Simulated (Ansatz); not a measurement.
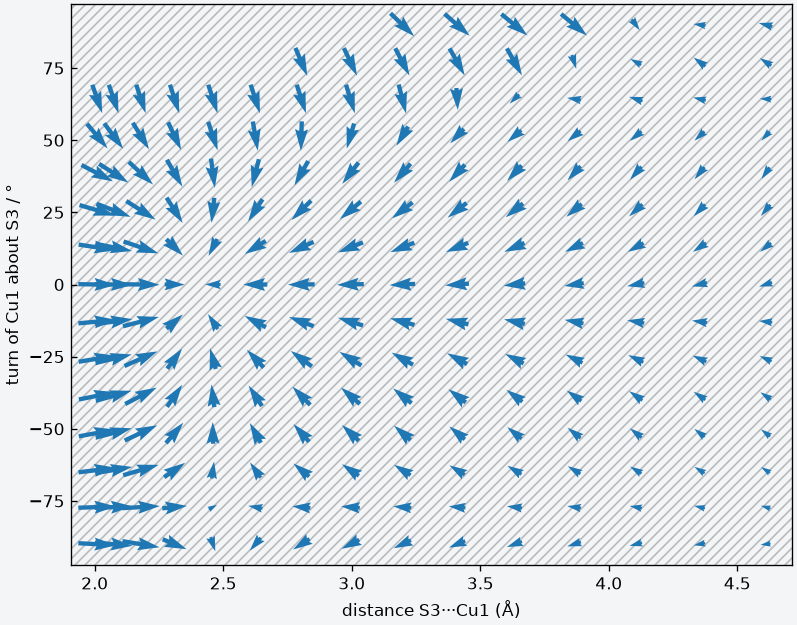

CH4CuS, charge +1. The turn is about an axis along (−1.00, −0.00, 0.07) in the frame of the relaxed pair, normal to the line between the partners. First axis: distance S3···Cu1. Second axis: turn of Cu1 about S3. The grid has 15 × 15 points. At 14 points there is no value (left out of the scan, as a rule where atoms come close). The calculation used RHF/def2-SVPD in Ansatz.

Drawn: arrows along the force (downhill), their lengths compressed, hatched blanks where no value was computed.

### The arrows alone are given. Where is the energy lowest?

The arrows converge at about distance S3···Cu1 = 2.392 Å, turn of Cu1 about S3 = 0° (read from the interpolated surface).

The energy map of the same scan:

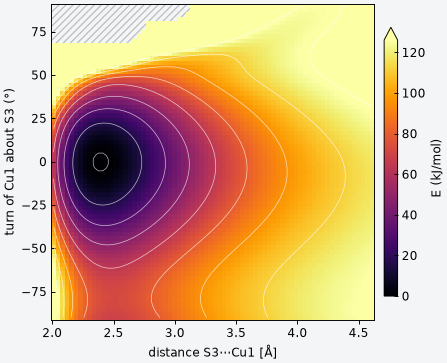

Energies are in kJ/mol, from the lowest grid point; between grid points the surface is interpolated.
